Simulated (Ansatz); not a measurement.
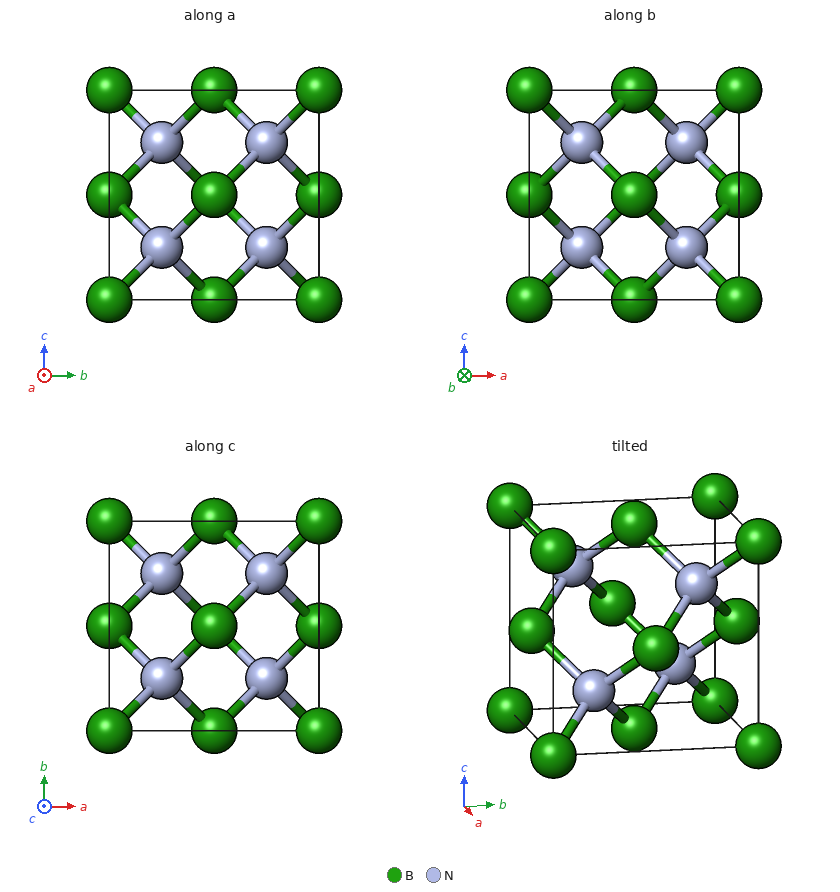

An orthographic ball-and-stick view of the structure, along the a axis, along the b axis, along the c axis and slightly off an axis. The edges of the conventional unit cell are marked.

Lattice parameters: a = 3.347 Å, b = 3.347 Å, c = 3.347 Å, α = 90.00°, β = 90.00°, γ = 90.00°.

> Give the structure in the form of a table of Wyckoff sites.

Space group F-43m (No. 216).
```tsv
atom	site	x	y	z
B	4a	0.0000	0.0000	0.0000
N	4d	0.2500	0.2500	0.7500
```

The structure was taken from a structure type filled with these elements by a generator (whether the compound takes this form wasn't checked). Earlier steps of the study may have refined or changed the cell and positions. A calculation with Ansatz used it as input.
